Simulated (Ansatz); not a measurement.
# C₂H₆Ge (SMILES C[CH2][GeH]): what the fields show

The calculation's input:

```
crystal:
  periodic: [false, false, false]
  atoms:
    - symbol: C
      position_ang: [-1.438901, 0.087170, -0.230722]
    - symbol: C
      position_ang: [-0.686372, 0.309108, -1.534126]
    - symbol: Ge
      position_ang: [-1.800729, 0.768543, -3.125656]
    - symbol: H
      position_ang: [-2.166884, -0.735606, -0.317159]
    - symbol: H
      position_ang: [-2.006582, 0.983205, 0.068023]
    - symbol: H
      position_ang: [-0.763410, -0.162859, 0.603923]
    - symbol: H
      position_ang: [-0.090868, -0.579892, -1.820410]
    - symbol: H
      position_ang: [0.066901, 1.115763, -1.440662]
    - symbol: H
      position_ang: [-0.526922, 0.867494, -4.090883]
basis:
  gaussian:
    orbitals: def2-TZVPD
hamiltonian:
  xc: pbe0
output:
  forces: true
  orbitals: {seedname: orbitals}
```

Command:

```sh
ansatz run input.yaml --threads 2 --pin off --max-ram 5220MiB --events-out events.jsonl --progress --plain --runs-dir runs
```

Geometry: PBE0-D4/def2-SVP.

Level of theory: isolated molecule in a Gaussian basis; Kohn-Sham density functional theory, functional PBE0 (Ansatz).

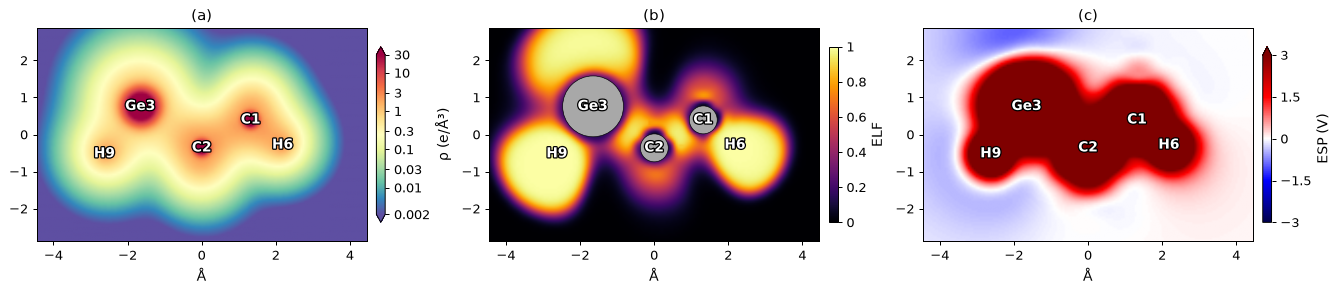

Figure 1. (a) electron density; (b) ELF; (c) molecular electrostatic potential on the plane of atoms C1, C2 and Ge3. Grey discs cover the atomic cores in the ELF map.

Describe what can be read from this map.

Answer.
- The plane passes through C, Ge and H nuclei.
- C–C (1.52 Å): ρ at the midpoint is about 1.7 e/Å³; the ELF peaks at about 0.95 between the atoms: a shared electron pair.
- C–Ge (2.00 Å): ρ at the midpoint is about 0.82 e/Å³; the ELF peaks at about 0.90 in the valence shell of C, 0.7 Å from its nucleus, and is about 0.70 at the midpoint.
- C–H (1.10 Å): the density is about 1.9 e/Å³ at the midpoint; the ELF climbs to about 1 towards the hydrogen, as it does in any bond to H; an ordinary covalent bond to hydrogen.
- Ge–H (1.60 Å): ρ is about 0.92 e/Å³ halfway; the ELF climbs to about 1 towards the hydrogen.
- Outside the dense part of the molecule the potential is most negative (−0.9 V) near Ge3.

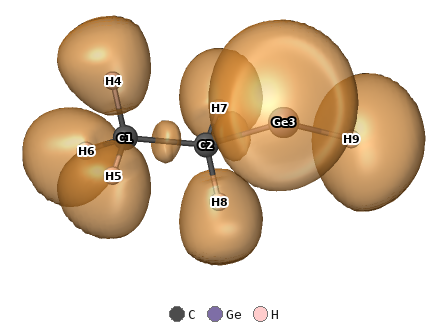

Figure 2. Isosurface of the electron localisation function at 0.85 (orange), seen from one side. Only the valence region is drawn (cores and ρ < 0.01 e/Å³ removed).

Where are the electrons localised?

Answer. The ELF exceeds this value in one region between bonded C–C atoms (shared pairs), six regions around hydrogen nuclei, one lobe of the valence shell of C pointing towards Ge (polar bonds) and one lobe on Ge, pointing away from the bonds (lone pairs).

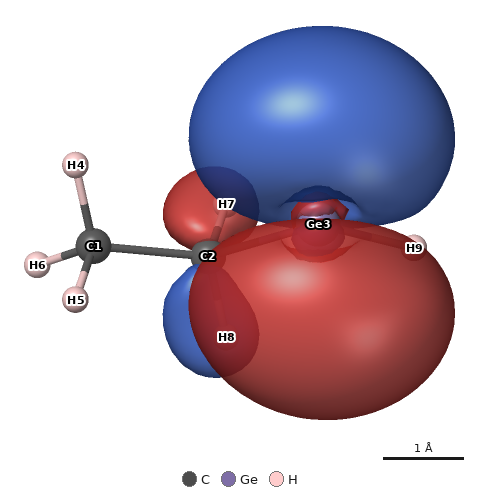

Figure 3. The LUMO at ±0.08 Å⁻³ᐟ² (blue and red are the two phases), seen from one side.

Where does this orbital lie, and at what energy?

Answer. By Hirshfeld shares it lies mainly on Ge3 (about 85 %). Its energy is −2.56 eV.
